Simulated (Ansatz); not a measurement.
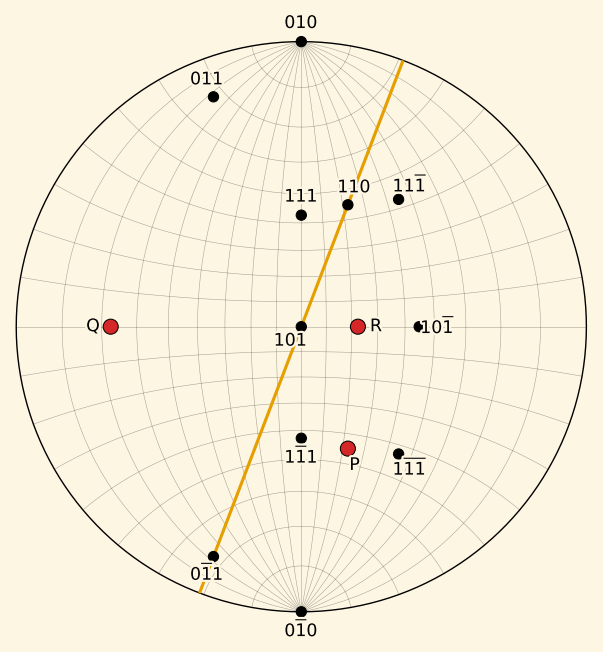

For Se₃S, coordinates from a relaxation with DFT PBE, scalar-relativistic, plane waves, PAW in Ansatz; the starting structure was generated, so it need not be a known form of this composition: stereographic projection of plane normals (upper hemisphere) centred on (1 0 1). All values are computed from the atomic coordinates in the standard setting (tolerance 0.002 Å).

a = 3.647 Å, b = 3.647 Å, c = 8.819 Å, α = 90.00°, β = 90.00°, γ = 90.00°.

### Index the poles marked P, Q, R.

P is (1 −1 0), 49.2° from the centre; Q is (0 0 1), 67.5° from the centre; R is (1 0 0), 22.5° from the centre.

### Which zone does the coloured great circle trace?

The zone [1 −1 −1]: its poles satisfy h − k − l = 0.

### What is the angle between the normals of (1 −1 1) and (1 −1 −1), and what are their d_hkl = 1/|g|?

32.6°; d = 2.475 Å and 2.475 Å.
